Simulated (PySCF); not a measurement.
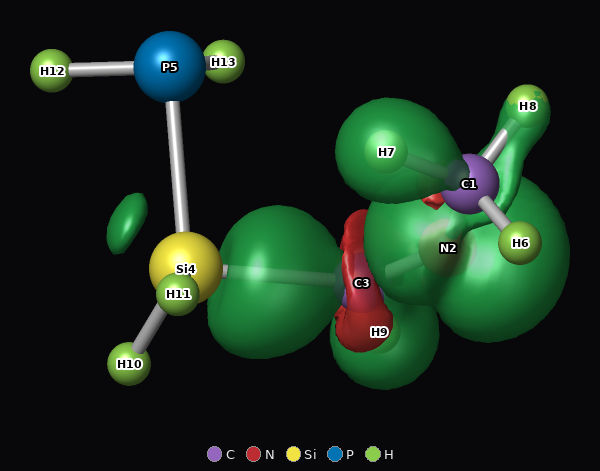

*C₂H₈NPSi (charge +1, doublet). Isosurfaces of the spin density (α minus β) at +0.02 (green) and −0.02 e/Å³ (red), seen at a tilt.*

Geometry: GFN2-xTB.

Method: PySCF, UKS B3LYP, pcH-1 on C H N P Si, non-relativistic, mean-field spin-orbit, GIAO.

```yaml
atoms:
  - { symbol: C, position_ang: [2.0261, 0.5997, 0.2622] }
  - { symbol: N, position_ang: [1.3930, -0.1175, -0.7448] }
  - { symbol: C, position_ang: [0.3375, -0.6911, -0.9498] }
  - { symbol: Si, position_ang: [-1.1374, -0.9715, 0.3709] }
  - { symbol: P, position_ang: [-1.8804, 1.1547, 0.3875] }
  - { symbol: H, position_ang: [2.9491, 0.0789, 0.5264] }
  - { symbol: H, position_ang: [1.4047, 0.7362, 1.1553] }
  - { symbol: H, position_ang: [2.3047, 1.5784, -0.1370] }
  - { symbol: H, position_ang: [0.1543, -1.1617, -1.9063] }
  - { symbol: H, position_ang: [-1.8626, -2.1196, -0.1715] }
  - { symbol: H, position_ang: [-0.4803, -1.2882, 1.6382] }
  - { symbol: H, position_ang: [-3.2260, 0.8393, 0.5387] }
  - { symbol: H, position_ang: [-1.9872, 1.3630, -0.9877] }
```

Question: Which atoms carry the spin?

Answer: The unpaired spin (1 electron) lies mostly on N2 (about 0.5), Si4 (about 0.1) and C3 (about 0.1), in electrons by Hirshfeld's partition.
